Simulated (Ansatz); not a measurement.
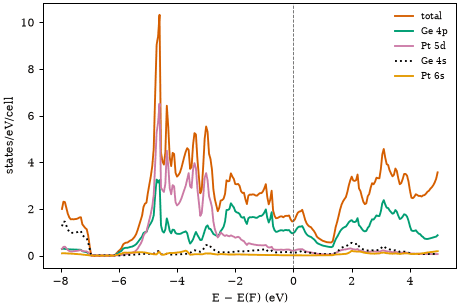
Figure. Total and projected density of states of BaGe3Pt in space group I4mm (No. 107; Ba on 2a, Ge on 4b, Ge on 2a, Pt on 2a), plane-wave PAW r²SCAN (Ansatz code)

### Question
Which orbitals carry the states next to the Fermi level?

### Answer
Within 0.5 eV of the Fermi level: Ge 4p 65 %, Pt 5d 14 %, Ge 4s 9 %, outside the projected shells 10 %. Projections are on Löwdin-orthogonalised atomic valence shells; empty p or d shells of many metals are not among them.

### Question
Where is the tallest occupied peak in this window, and what makes it?

### Answer
Near -4.6 eV, about 10 states/eV per cell; the largest projected share is Pt 5d.

The first step of the workflow began from a Materials Project structure, measured or hypothetical; the Crystallography Open Database files this formula in space group No. 107, but the cells were not matched. Whether it is the stable phase at ambient conditions was not checked. The r²SCAN relaxation kept the symmetry of its start; its stability against distortions is not shown here. No spin polarisation was allowed. Scalar-relativistic: spin–orbit coupling is off unless named, which matters more the heavier the elements.

Potentials: the later of the program's two PAW sets.
